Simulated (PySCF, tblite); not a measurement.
# C₅H₂FNO: geometry, infrared bands, NMR shifts and spin-spin couplings

Wanted: the infrared bands, NMR shifts and spin-spin couplings of C₅H₂FNO (`C#Cc1ncc(F)o1`), by calculation.

Computed with tblite 0.8.0 and PySCF 2.14.0, with density-fitted response routines of our own, on a single molecule in the gas phase. Atoms count from 0, in the outputs and in this text.

## Step 1: Starting geometry

10 atoms, charge 0, multiplicity 1; geometry from: force field or distance geometry start.

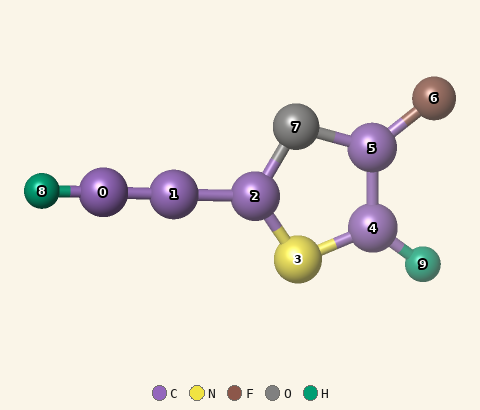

As it starts; carbon purple, nitrogen yellow, fluorine brown, oxygen grey, hydrogen teal, atoms numbered.

## Step 2: Optimising the geometry with GFN2-xTB

The job: settings as JSON, then the geometry in Å.

```
{"job": {"kind": "relax", "xc": "GFN2-xTB", "basis": "xTB"}, "charge": 0, "multiplicity": 1}
C      2.981800    -0.006800     0.467900
C      1.771700     0.049900     0.367600
C      0.374700     0.102200     0.272500
N     -0.371500     1.180700     0.033800
C     -1.650400     0.668900     0.043400
C     -1.625400    -0.684800     0.258200
F     -2.680300    -1.495900     0.317200
O     -0.313700    -1.059000     0.418000
H      4.039200    -0.047500     0.550400
H     -2.517200     1.297000    -0.122900
```

Command:

```console
OMP_NUM_THREADS=1 python probes_run.py task.json out
```

The driver reads the jobs from task.json and runs them one after another.

The log of the run:

```text
step      E/eV     max force
  0    -635.58898    2.386
  1    -635.64549    3.519
  2    -635.68236    2.205
  3    -635.72527    0.688
  4    -635.73716    0.415
  5    -635.74897    0.495
  6    -635.75568    0.270
  7    -635.75864    0.175
  8    -635.76143    0.192
  9    -635.76346    0.177
 10    -635.76457    0.099
 11    -635.76489    0.032
 12    -635.76498    0.033
 13    -635.76503    0.023
 14    -635.76507    0.019
 15    -635.76509    0.011
 16    -635.76510    0.009
```

Wall time 0.06 s (1 thread of Arm Neoverse V2, shared host).

Along the way:

| step | energy from step 0 (eV) | largest force (eV/Å) |
| --- | --- | --- |
| 0 | 0.0000 | 2.3863 |
| 1 | -0.0565 | 3.5194 |
| 2 | -0.0934 | 2.2048 |
| 3 | -0.1363 | 0.6885 |
| 4 | -0.1482 | 0.4154 |
| 5 | -0.1600 | 0.4949 |
| 6 | -0.1667 | 0.2696 |
| 7 | -0.1697 | 0.1754 |
| 8 | -0.1725 | 0.1920 |
| 9 | -0.1745 | 0.1768 |
| 10 | -0.1756 | 0.0985 |
| 11 | -0.1759 | 0.0323 |
| 12 | -0.1760 | 0.0335 |
| 13 | -0.1761 | 0.0230 |
| 14 | -0.1761 | 0.0186 |
| 15 | -0.1761 | 0.0109 |
| 16 | -0.1761 | 0.0086 |

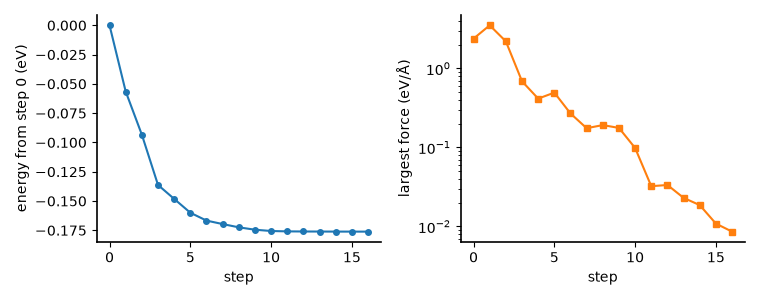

Energy and largest force along the relaxation.

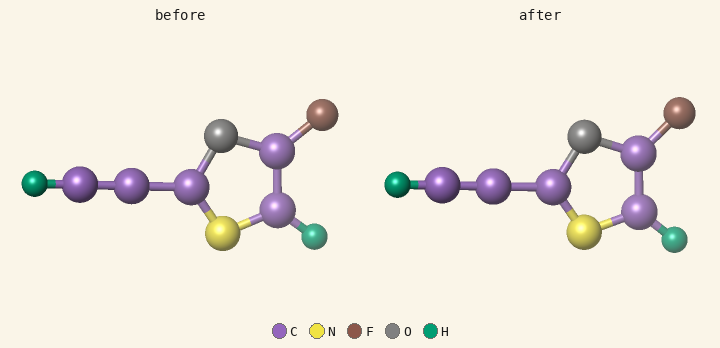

The geometry before (left) and after (right).

Close pairs (by a distance rule), those that changed most:

| bond | before (Å) | after (Å) | change (Å) |
| --- | --- | --- | --- |
| C5–O7 | 1.373 | 1.339 | -0.034 |
| C2–N3 | 1.333 | 1.301 | -0.032 |
| N3–C4 | 1.378 | 1.361 | -0.017 |
| C0–C1 | 1.216 | 1.201 | -0.015 |
| C4–H9 | 1.083 | 1.069 | -0.014 |
| C0–H8 | 1.061 | 1.049 | -0.012 |
| C5–F6 | 1.332 | 1.320 | -0.012 |
| C4–C5 | 1.371 | 1.360 | -0.011 |

The next job starts from the end point, and lists it.

## Step 3: Harmonic vibrations with GFN2-xTB

The job: settings as JSON, then the geometry in Å.

```
{"job": {"kind": "ir", "xc": "GFN2-xTB", "basis": "xTB"}, "charge": 0, "multiplicity": 1}
C      2.959829    -0.008981     0.466543
C      1.763860     0.044487     0.374076
C      0.363681     0.086522     0.270320
N     -0.371073     1.136409     0.048334
C     -1.658316     0.694899     0.032393
C     -1.627186    -0.646188     0.254395
F     -2.580016    -1.555934     0.338169
O     -0.361512    -1.056518     0.407986
H      4.005784    -0.040892     0.545130
H     -2.486169     1.350850    -0.131111
```

The log of the run:

```text
mode    cm-1     km/mol
  1     127.6      0.40
  2     130.9      0.08
  3     281.1      8.76
  4     350.5      4.93
  5     406.8     10.14
  6     492.7     10.53
  7     555.6      8.73
  8     614.6      1.62
  9     623.0      3.58
 10     682.6     11.49
 11     696.7      7.43
 12     711.0     40.63
 13     813.9      9.80
 14     957.5      0.71
 15    1022.2     81.22
 16    1079.3      7.49
 17    1224.5     72.79
 18    1251.7     51.38
 19    1322.6     62.78
 20    1524.4     71.49
 21    1586.0    212.41
 22    2256.8      3.99
 23    3208.6      1.59
 24    3394.4     32.06
```

Run time: 0.17 s. Hardware: 1 thread of Arm Neoverse V2, shared host.

Which atoms move in the most intense modes:

| cm⁻¹ | km/mol | atoms |
| --- | --- | --- |
| 711 | 40.6 | C2 49 %, H8 22 %, N3 13 % |
| 1022 | 81.2 | O7 49 %, C4 27 % |
| 1224 | 72.8 | C2 53 %, N3 22 %, C4 11 % |
| 1252 | 51.4 | C5 39 %, C4 21 %, N3 17 % |
| 1323 | 62.8 | C5 29 %, C4 28 %, N3 22 % |
| 1524 | 71.5 | C2 65 %, N3 25 % |
| 1586 | 212.4 | C5 61 %, C4 27 % |
| 3394 | 32.1 | H8 86 %, C0 13 % |

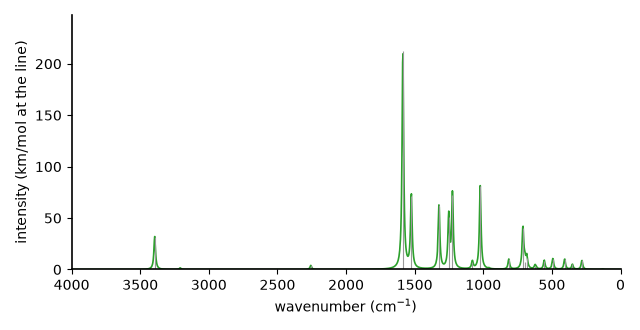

The infrared spectrum from these modes, unscaled. Lines are broadened to a width of 14 cm⁻¹ (Lorentzian).

## Step 4: Shielding tensors: PBE0/pcSseg-1

Settings changed since step 3:

```diff
@@ -1,2 +1,2 @@
-{"job": {"kind": "ir", "xc": "GFN2-xTB", "basis": "xTB"}, "charge": 0, "multiplicity": 1}
+{"job": {"kind": "nmr", "xc": "PBE0", "basis": "pcSseg-1"}, "charge": 0, "multiplicity": 1}
 C      2.959829    -0.008981     0.466543
```

Method: GIAO PBE0/pcSseg-1 NMR shielding, non-relativistic, gas phase.

The log of the run:

```text
coarse grid: 9904 points
cycle   1  E = -420.7835743905  dE =  1.814e+00  |g| = 6.962e-01  |ddm| = 3.357e+00
cycle   2  E = -420.6941402167  dE =  8.943e-02  |g| = 9.843e-01  |ddm| = 1.212e+00
cycle   3  E = -420.8752839728  dE = -1.811e-01  |g| = 1.301e-01  |ddm| = 7.211e-01
cycle   4  E = -420.8777251030  dE = -2.441e-03  |g| = 8.317e-02  |ddm| = 1.515e-01
cycle   5  E = -420.8791586844  dE = -1.434e-03  |g| = 1.902e-02  |ddm| = 6.061e-02
cycle   6  E = -420.8792286768  dE = -6.999e-05  |g| = 7.204e-03  |ddm| = 1.934e-02
cycle   7  E = -420.8792391507  dE = -1.047e-05  |g| = 3.046e-03  |ddm| = 7.102e-03
cycle   8  E = -420.8792411496  dE = -1.999e-06  |g| = 5.549e-04  |ddm| = 2.442e-03
final grid: 100592 points
cycle   9  E = -420.9422555924  dE = -2.216e-05  |g| = 1.078e-02  |ddm| = 5.911e-02
cycle  10  E = -420.9422087599  dE =  4.683e-05  |g| = 1.914e-02  |ddm| = 1.885e-02
cycle  11  E = -420.9422758569  dE = -6.710e-05  |g| = 1.899e-03  |ddm| = 1.316e-02
cycle  12  E = -420.9422767016  dE = -8.447e-07  |g| = 4.576e-04  |ddm| = 1.931e-03
cycle  13  E = -420.9422767395  dE = -3.786e-08  |g| = 8.715e-05  |ddm| = 3.538e-04
cycle  14  E = -420.9422767410  dE = -1.482e-09  |g| = 3.425e-05  |ddm| = 9.876e-05
cycle  15  E = -420.9422767412  dE = -1.850e-10  |g| = 1.305e-05  |ddm| = 3.134e-05
converged SCF energy = -420.9422767412

GIAO shielding tensors (ppm)
atom      isotropic    diamagn.    paramagn.     s11        s22        s33       span
  0 C       98.794     258.228    -159.434     24.330     47.570    224.481    200.151
  1 C      109.986     239.574    -129.588     18.212     18.945    292.801    274.589
  2 C       46.314     258.520    -212.207    -29.156     78.615     89.481    118.637
  3 N      -57.286     329.813    -387.099   -290.585   -108.272    226.998    517.582
  4 C       76.826     255.393    -178.567     28.381     64.149    137.950    109.569
  5 C       18.901     252.948    -234.047    -39.753     40.314     56.142     95.895
  6 F      299.027     469.273    -170.246    214.308    310.233    372.540    158.232
  7 O        8.774     403.056    -394.282   -117.529    -37.241    181.091    298.619
  8 H       28.987      32.723      -3.737     24.492     25.058     37.410     12.918
  9 H       24.970      30.059      -5.089     22.136     25.465     27.311      5.174
```

Run time: 12 s. Hardware: 1 thread of Arm Neoverse V2, shared host; peak memory 0.71 GiB.

The references, computed at this level on geometries of the same kind, shield at (ppm): ¹H TMS 31.72, ¹³C TMS 186.9, ¹⁹F CFCl3 170.9, ¹⁵N NH3 267.7, ¹⁷O H2O 336.1. Their shielding less the atom's gives the shift. The references are single molecules in the gas phase, so shifts against H2O, NH3, PH3, H3PO4 or CFCl3 are not on the usual liquid scales and can be off by tens of ppm.

| atoms | environment | σ (ppm) | δ (ppm) | δ scaled to CDCl3 |
| --- | --- | --- | --- | --- |
| C5 | aromatic carbon bearing fluorine | 18.9 | 168.0 | 162.1 |
| C2 | substituted aromatic carbon next to the ring oxygen | 46.3 | 140.6 | 135.3 |
| C4 | aromatic CH next to a ring nitrogen | 76.8 | 110.1 | 105.5 |
| C0 | terminal alkyne carbon | 98.8 | 88.1 | 84.1 |
| C1 | alkyne carbon | 110.0 | 76.9 | 73.2 |
| H9 | hydrogen on an aromatic CH next to a ring nitrogen | 24.97 | 6.75 | 6.47 |
| H8 | hydrogen on a terminal alkyne carbon | 28.99 | 2.73 | 2.68 |
| N3 | pyridine-type nitrogen of an azole | -57.3 | 325.0 | – |
| F6 | aryl fluorine | 299.0 | -128.1 | – |
| O7 | aromatic ring oxygen | 8.8 | 327.3 | – |

The scaled column applies a straight-line fit of computed shieldings to shifts measured in CDCl3, and one for carbons that bear F (root-mean-square error 0.16 ppm for H, 1.9 ppm for C).

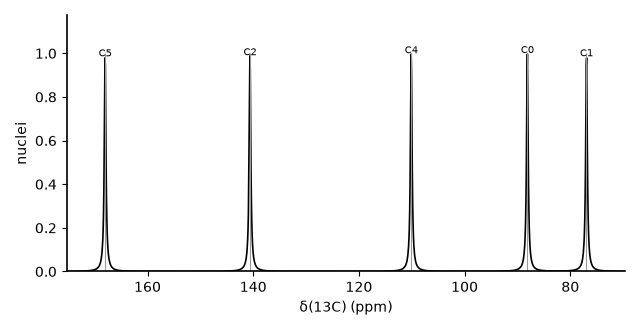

¹³C lines at the computed shifts, without couplings. Lines are broadened to a width of 0.36 ppm (Lorentzian).

Charges from the same density, by scheme (e):

| atoms | Mulliken | IAO | Hirshfeld | ESP fit |
| --- | --- | --- | --- | --- |
| C0 | -0.26 | -0.18 | -0.07 | -0.12 |
| C1 | 0.46 | -0.04 | -0.05 | -0.43 |
| C2 | 0.17 | 0.27 | 0.13 | 0.81 |
| N3 | -0.38 | -0.28 | -0.18 | -0.49 |
| C4 | -0.04 | -0.15 | -0.05 | -0.16 |
| C5 | 0.46 | 0.43 | 0.15 | 0.29 |
| F6 | -0.22 | -0.22 | -0.05 | -0.11 |
| O7 | -0.36 | -0.24 | -0.06 | -0.24 |

Hirshfeld charges:

| atom | value (e) |
| --- | --- |
| C0 | -0.07 |
| C1 | -0.05 |
| C2 | 0.13 |
| N3 | -0.18 |
| C4 | -0.05 |
| C5 | 0.15 |
| F6 | -0.05 |
| O7 | -0.06 |
| H8 | 0.11 |
| H9 | 0.07 |

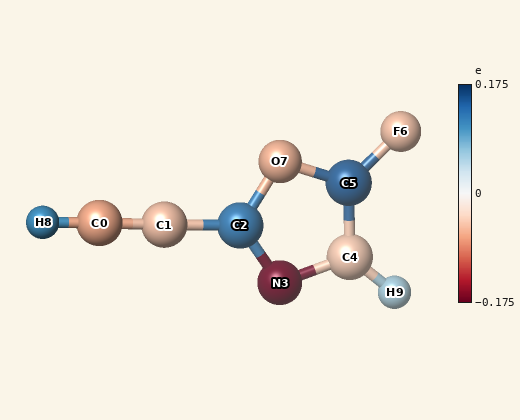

Hirshfeld charges, as colours on the atoms.

Mayer bond orders: C0–C1 2.28, C1–C2 0.94, C2–N3 1.62, N3–C4 1.27, C4–C5 1.59, C5–F6 1.05, C5–O7 1.10, O7–C2 1.04.

Ring of atoms C2, N3, C4, C5, O7: NICS(0) -11.6, NICS(1) -9.3, NICS(1)zz -23.1 ppm (means of both faces).

## Step 5: J couplings: B3LYP/pcJ-1

Settings changed since step 4:

```diff
@@ -1,2 +1,2 @@
-{"job": {"kind": "nmr", "xc": "PBE0", "basis": "pcSseg-1"}, "charge": 0, "multiplicity": 1}
+{"job": {"kind": "j", "xc": "B3LYP", "basis": "pcJ-1"}, "charge": 0, "multiplicity": 1}
 C      2.959829    -0.008981     0.466543
```

Level: B3LYP/pcJ-1 indirect spin-spin coupling, non-relativistic, gas phase.

The log of the run:

```text
coarse grid: 9904 points
cycle   1  E = -421.2669771268  dE =  1.721e+00  |g| = 7.631e-01  |ddm| = 3.336e+00
cycle   2  E = -421.1356140262  dE =  1.314e-01  |g| = 1.141e+00  |ddm| = 1.270e+00
cycle   3  E = -421.3697773971  dE = -2.342e-01  |g| = 1.476e-01  |ddm| = 7.780e-01
cycle   4  E = -421.3723193486  dE = -2.542e-03  |g| = 1.069e-01  |ddm| = 1.710e-01
cycle   5  E = -421.3746747941  dE = -2.355e-03  |g| = 2.602e-02  |ddm| = 7.601e-02
cycle   6  E = -421.3748060115  dE = -1.312e-04  |g| = 9.057e-03  |ddm| = 2.164e-02
cycle   7  E = -421.3748221920  dE = -1.618e-05  |g| = 3.875e-03  |ddm| = 8.652e-03
cycle   8  E = -421.3748253431  dE = -3.151e-06  |g| = 8.599e-04  |ddm| = 2.998e-03
final grid: 100592 points
cycle   9  E = -421.4503440993  dE = -1.598e-04  |g| = 6.766e-03  |ddm| = 2.134e-02
cycle  10  E = -421.4503260589  dE =  1.804e-05  |g| = 1.150e-02  |ddm| = 1.152e-02
cycle  11  E = -421.4503504768  dE = -2.442e-05  |g| = 1.835e-03  |ddm| = 8.870e-03
cycle  12  E = -421.4503510913  dE = -6.145e-07  |g| = 9.333e-04  |ddm| = 1.960e-03
cycle  13  E = -421.4503512500  dE = -1.587e-07  |g| = 2.201e-04  |ddm| = 6.601e-04
cycle  14  E = -421.4503512590  dE = -9.007e-09  |g| = 9.454e-05  |ddm| = 1.961e-04
cycle  15  E = -421.4503512610  dE = -1.976e-09  |g| = 1.814e-05  |ddm| = 6.454e-05
cycle  16  E = -421.4503512610  dE = -6.776e-11  |g| = 4.839e-06  |ddm| = 1.402e-05
converged SCF energy = -421.4503512610

Indirect spin-spin couplings (Hz)
  i      j    bonds     total        FC       PSO       DSO        SD
  0 C    1 C    1    213.132   204.991     8.025     0.116         -
  0 C    2 C    2     21.457    21.308     0.248    -0.099         -
  0 C    3 N    3     -3.535    -2.293    -0.209     0.030    -1.063
  0 C    4 C    4      0.491     0.244     0.335    -0.088         -
  0 C    5 C    4      1.840     1.283     0.635    -0.078         -
  0 C    6 F    5      3.333     1.530    -0.523    -0.243     2.569
  0 C    7 O    3     -2.171    -2.604     0.402     0.031         -
  0 C    8 H    1    272.540   273.888    -1.745     0.396         -
  0 C    9 H    5      0.363     0.237     0.441    -0.315         -
  1 C    2 C    1    153.141   155.538    -2.733     0.336         -
  1 C    3 N    2     -8.495    -8.956     0.107     0.004     0.350
  1 C    4 C    3      5.262     5.209     0.145    -0.092         -
  1 C    5 C    3      1.808     1.856     0.028    -0.076         -
  1 C    6 F    4     -2.877    -2.667     0.630    -0.288    -0.552
  1 C    7 O    2    -15.485   -15.612     0.141    -0.015         -
  1 C    8 H    2     53.280    48.547     5.907    -1.174         -
  2 C    3 N    1     -4.086    -8.356     6.135    -0.122    -1.743
  2 C    4 C    2     -2.813    -2.874     0.041     0.019         -
  2 C    5 C    2     17.847    16.840     0.939     0.068         -
  2 C    6 F    3     10.982    14.261    -7.941    -0.452     5.115
  2 C    7 O    1     26.125    19.347     6.959    -0.180         -
  2 C    8 H    3      5.881     5.937     0.334    -0.389         -
  2 C    9 H    3     14.374    14.398     0.593    -0.617         -
  3 N    4 C    1      2.835    -0.773     4.070    -0.102    -0.360
  3 N    5 C    2      2.922     2.263    -0.016    -0.011     0.687
  3 N    6 F    3      8.831     6.064     0.887     0.193     1.687
  3 N    7 O    2     -3.656    -0.471    -3.218    -0.013     0.046
  3 N    8 H    4      1.247     1.203    -0.070     0.115    -0.000
  3 N    9 H    2    -10.974   -11.656     0.578     0.141    -0.038
  4 C    5 C    1     97.035   103.656    -7.002     0.381         -
  4 C    6 F    2      6.169    20.445   -21.482    -0.240     7.446
  4 C    7 O    2     -3.677    -4.534     0.844     0.012         -
  4 C    8 H    5      0.326     0.311     0.308    -0.292         -
  4 C    9 H    1    210.589   209.650    -0.118     1.058         -
  5 C    6 F    1   -380.041  -356.782   -21.220     1.036    -3.074
  5 C    7 O    1     16.820     9.424     7.585    -0.188         -
  5 C    8 H    5     -0.673    -0.775     0.368    -0.265         -
  5 C    9 H    2     15.766    16.714    -0.691    -0.257         -
  6 F    7 O    2     -5.529   -24.965    19.619     0.062    -0.247
  6 F    8 H    6     -1.887    -1.415     0.362    -0.816    -0.018
  6 F    9 H    3     -9.749    -6.868    -1.723    -0.853    -0.306
  7 O    8 H    4      1.415     1.220     0.061     0.133         -
  7 O    9 H    3     -0.601    -0.774    -0.186     0.358         -
```

Run time: 36 s. Hardware: 1 thread of Arm Neoverse V2, shared host; peak memory 0.93 GiB.

A choice of the couplings up to four bonds, sorted by the number of bonds; isotopes 13C, 19F, 1H, 15N, 17O:

| pair | bonds | J (Hz) | Fermi contact (Hz) | dihedral (°) |
| --- | --- | --- | --- | --- |
| C5–F6 | 1 | -380.0 | -356.8 | – |
| C0–H8 | 1 | 272.5 | 273.9 | – |
| C0–C1 | 1 | 213.1 | 205.0 | – |
| C4–H9 | 1 | 210.6 | 209.7 | – |
| C1–C2 | 1 | 153.1 | 155.5 | – |
| C4–C5 | 1 | 97.0 | 103.7 | – |
| C2–O7 | 1 | 26.1 | 19.3 | – |
| C5–O7 | 1 | 16.8 | 9.4 | – |
| C2–N3 | 1 | -4.1 | -8.4 | – |
| C1–H8 | 2 | 53.3 | 48.5 | – |
| C0–C2 | 2 | 21.5 | 21.3 | – |
| C2–C5 | 2 | 17.8 | 16.8 | – |
| C5–H9 | 2 | 15.8 | 16.7 | – |
| C1–O7 | 2 | -15.5 | -15.6 | – |
| N3–H9 | 2 | -11.0 | -11.7 | – |
| C1–N3 | 2 | -8.5 | -9.0 | – |
| C4–F6 | 2 | 6.2 | 20.4 | – |
| F6–O7 | 2 | -5.5 | -25.0 | – |
| C2–H9 | 3 | 14.4 | 14.4 | 180 |
| C2–F6 | 3 | 11.0 | 14.3 | 180 |
| F6–H9 | 3 | -9.7 | -6.9 | 0 |
| N3–F6 | 3 | 8.8 | 6.1 | 180 |
| C2–H8 | 3 | 5.9 | 5.9 | – |
| C1–C4 | 3 | 5.3 | 5.2 | -180 |
| C0–N3 | 3 | -3.5 | -2.3 | – |
| C0–O7 | 3 | -2.2 | -2.6 | – |
| C1–C5 | 3 | 1.8 | 1.9 | 180 |
| C1–F6 | 4 | -2.9 | -2.7 | – |
| C0–C5 | 4 | 1.8 | 1.3 | – |
| O7–H8 | 4 | 1.4 | 1.2 | – |
| N3–H8 | 4 | 1.2 | 1.2 | – |

The spin-dipole term was solved for some atoms only; pairs without it lack that part.

The response was solved for the nuclei of C, F, H, N alone, so couplings that need other nuclei can be missing.

Quadrupole couplings from the field gradients of the same density:

| atom | isotope | eQq/h (MHz) | η |
| --- | --- | --- | --- |
| O7 | 17O | -8.501 | 0.12 |
| N3 | 14N | -4.829 | 0.18 |

Shifts (PBE0/pcSseg-1, unscaled) and these couplings together give the proton spectrum at 600 MHz below.

¹H NMR δ 6.75 (d, J = 9.7 Hz, 1H), 2.73 (d, J = 1.9 Hz, 1H).

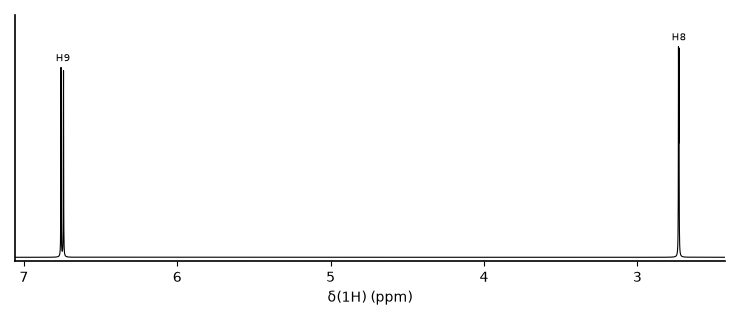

Simulated proton spectrum at 600 MHz, by exact diagonalisation of each spin system; lines 1.2 Hz wide, exchangeable protons uncoupled.

## Step 6: Outcome

```
                                   quantity                                value
  strongest single infrared mode (GFN2-xTB)                1586 cm⁻¹, 212 km/mol
               zero-point energy (GFN2-xTB)                        36.2 kcal/mol
     ¹³C shifts against TMS (PBE0/pcSseg-1)  168.0, 140.6, 110.1, 88.1, 76.9 ppm
      ¹H shifts against TMS (PBE0/pcSseg-1)                       6.75, 2.73 ppm
     ¹⁵N shifts against NH3 (PBE0/pcSseg-1)                            325.0 ppm
   ¹⁹F shifts against CFCl3 (PBE0/pcSseg-1)                           -128.1 ppm
     ¹⁷O shifts against H2O (PBE0/pcSseg-1)                            327.3 ppm
largest coupling of the table (B3LYP/pcJ-1)             ¹J(C,F) C5–F6, -380.0 Hz
```

In words: The optimisation took 16 steps and gained 0.176 eV; among the close pairs (by a distance rule), C5–O7 changed most, from 1.373 to 1.339 Å. No mode is imaginary among the 24: a minimum at this level. The strongest single mode, at 1586 cm⁻¹, moves mainly C5. Unscaled tight-binding wavenumbers are off by several per cent, some by more. Its intensities can rank the bands wrongly. At PBE0/pcSseg-1: Shielding is most anisotropic at N3 (span 518 ppm, paramagnetic term -387 ppm). NICS(1)zz of -23 ppm above the planar ring from C2 marks a diatropic (aromatic) ring current. In the run at B3LYP/pcJ-1, the largest coupling of the table is C5–F6, -380.0 Hz, of which the Fermi-contact term gives -356.8 Hz.
